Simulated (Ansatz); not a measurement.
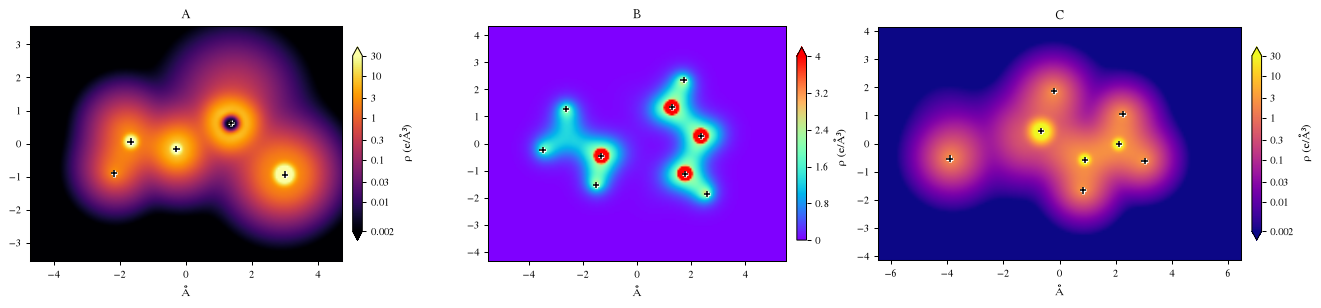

The electron density of 3 systems, each on a plane through atoms (crosses mark nuclei in the plane).

Theory: RKS PBE0-D4/def2-TZVPP in Ansatz.

System 1: C$_{10}$H$_{18}$ (SMILES C1CCC2(CC1)CCCC2), the plane of atoms C2, C1 and C6. Geometry: PBE0-D4/def2-TZVP.

```xyz
28

C    -1.2835   -1.5669   -1.7134
C    -0.4448   -2.0100   -0.5236
C    -0.5057   -0.9926    0.6075
C    -0.1101    0.4235    0.1684
C    -0.9538    0.8270   -1.0368
C    -0.8796   -0.1757   -2.1797
C    -0.2704    1.4062    1.3316
C     0.9523    1.1885    2.2278
C     2.0454    0.6198    1.2970
C     1.4002    0.5259   -0.0904
H    -1.1951   -2.2868   -2.5327
H    -2.3416   -1.5533   -1.4215
H    -0.7825   -2.9860   -0.1618
H     0.5942   -2.1478   -0.8449
H     0.1226   -1.3202    1.4417
H    -1.5326   -0.9539    0.9932
H    -0.6418    1.8206   -1.3779
H    -1.9997    0.9225   -0.7163
H     0.1427   -0.2071   -2.5752
H    -1.5197    0.1494   -3.0054
H    -0.2653    2.4257    0.9292
H    -1.2191    1.2742    1.8593
H     0.7239    0.4814    3.0286
H     1.2652    2.1143    2.7146
H     2.9402    1.2452    1.2805
H     2.3669   -0.3664    1.6405
H     1.5922    1.4429   -0.6587
H     1.7996   -0.3003   -0.6818
```

System 2: CH$_{3}$ClOS$_{2}$W, the plane of atoms O2, W3 and Cl6. Geometry: PBE0-D4/def2-TZVP; core potentials replace the inner electrons of W.

| atom | x (Å) | y (Å) | z (Å) |
| --- | --- | --- | --- |
| C | 0.8708 | -1.3781 | -0.1652 |
| O | 0.3576 | -0.2190 | 0.4390 |
| W | -0.7386 | 1.2300 | 0.2292 |
| S | -2.6797 | 0.5292 | -0.2626 |
| S | -0.0182 | 2.3806 | -1.4014 |
| Cl | -0.8072 | 2.4837 | 2.1061 |
| H | 1.5244 | -1.8773 | 0.5520 |
| H | 1.4417 | -1.1055 | -1.0562 |
| H | 0.0491 | -2.0436 | -0.4409 |

System 3: C$_{2}$H$_{9}$GeNSi (SMILES C=C[SiH2][NH][GeH3]), the plane of atoms C1, C2 and Si3. Geometry: PBE0-D4/def2-TZVP.

```xyz
14

C    -1.5502    0.0039    2.5540
C    -0.7236    0.5653    1.6749
Si    0.3103   -0.4411    0.5035
N    -0.0267   -0.0461   -1.1351
Ge    1.1652    0.1640   -2.5176
H    -2.1573    0.5875    3.2412
H    -1.6520   -1.0761    2.6256
H    -0.6634    1.6525    1.6432
H     0.0382   -1.8687    0.8494
H     1.7633   -0.1756    0.6880
H    -0.9940   -0.0875   -1.4223
H     2.5112    0.5528   -1.8930
H     0.6426    1.2741   -3.4469
H     1.3234   -1.1342   -3.3364
```

### Match each panel to its system.

Panel A is system 2, CH$_{3}$ClOS$_{2}$W: the plane holds C, O, W, Cl and H. C–O (1.40 Å): the density is about 2 e/Å³ at the midpoint, with its minimum of 1.7 e/Å³ about 0.5 Å from C. Panel B is system 1, C$_{10}$H$_{18}$: the plane holds C and H. C–C (1.52 Å): ρ is about 1.7 e/Å³ halfway. Panel C is system 3, C$_{2}$H$_{9}$GeNSi: the plane holds C, Si and H. C–C (1.33 Å): ρ at the midpoint is about 2.4 e/Å³.
